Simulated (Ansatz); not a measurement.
The calculation's input:

```
crystal:
  lattice:
    - [2.9690412366, 0.0, 0.0]
    - [-1.4845206183, 2.5712651358, 0.0]
    - [0.0, 0.0, 9.9849947783]
  atoms:
    - { symbol: Al, position: [0.0, 0.0, 0.8258955354] }
    - { symbol: Al, position: [0.3333333333, 0.6666666667, 0.3793002357] }
    - { symbol: Al, position: [0.6666666667, 0.3333333333, 0.6087664829] }
    - { symbol: B, position: [0.3333333333, 0.6666666667, 0.9991701552] }
    - { symbol: B, position: [0.6666666667, 0.3333333333, 0.0029207042] }
    - { symbol: W, position: [0.0, 0.0, 0.1639468866] }
basis:
  ecutwfc: 420
kpoints:
  mp_grid: { grid: [12, 12, 4] }
hamiltonian:
  xc: pbe
scf:
  occupations: { method: gaussian, width: 0.1 }
output:
  forces: true
  stress: true
  eigenvalues: true
  write_density: true
  write_potential: true
  elf: true
  volumetric_format: npy
relax:
  adjacent_minimum: "off"
  f_tol: 0.01
  max_steps: 80
  cell: { stress_tol: 0.05 }
```

Command:

```sh
ansatz run input.yaml --threads 1 --pin off --max-ram 2560MiB --backend cpu --events-out ev --progress --plain --runs-dir out
```

Below, planes, directions and counts refer to the conventional cell (a = 2.97 Å, b = 2.97 Å, c = 9.92 Å, α = 90.00°, β = 90.00°, γ = 120.00°).

The fields are those of the run's last geometry, not of the input's.

Space group P3m1; a generated structure, not necessarily the stable one; computed without spin polarisation.

Computed with DFT PBE, scalar-relativistic, plane waves, PAW (Ansatz).

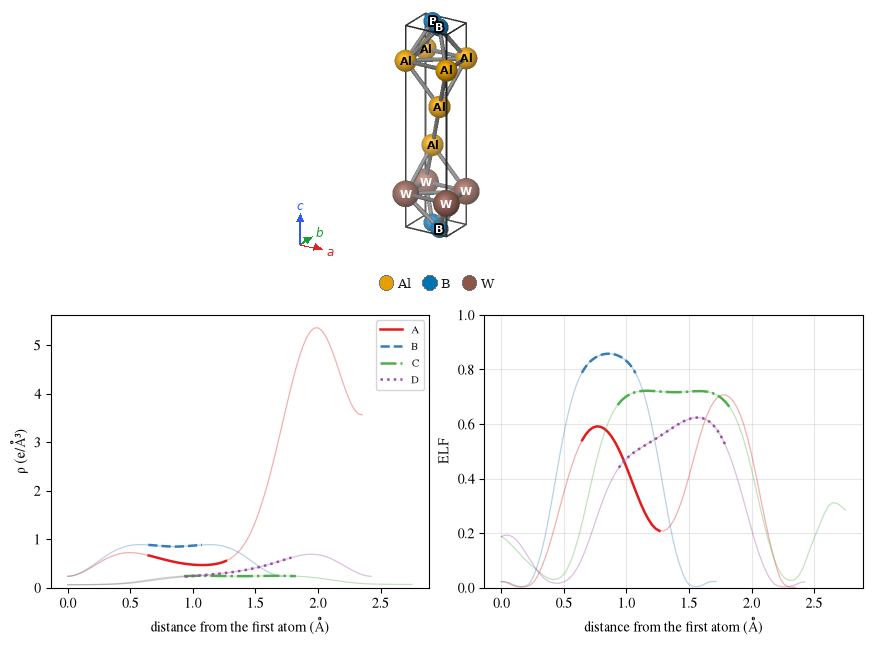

Al3B2W. Valence charge density (pseudo) and ELF along straight lines between neighbouring atoms. Thin, pale parts lie inside the atomic spheres. The structure is drawn too.

In a PAW calculation such maps are meaningful between the atoms, not at the nuclei.

### Which curve belongs to which contact (Al–Al, Al–B, B–B and B–W)? The first atom named is at distance zero.

Curve A: B–W (2.35 Å): the density is about 0.48 e/Å³ at the midpoint; the ELF peaks at about 0.60 in the valence shell of B, 0.8 Å from its nucleus, and is about 0.25 at the midpoint: no shared electron pair shows on this line. Curve B: B–B (1.72 Å): ρ is about 0.85 e/Å³ halfway; the ELF peaks at about 0.85 between the atoms. Curve C: Al–Al (2.75 Å): ρ at the midpoint is about 0.24 e/Å³; the ELF peaks at about 0.70 between the atoms. Curve D: Al–B (2.42 Å): ρ at the midpoint is about 0.29 e/Å³; the ELF peaks at about 0.60 in the valence shell of B, 0.8 Å from its nucleus, and is about 0.55 at the midpoint.
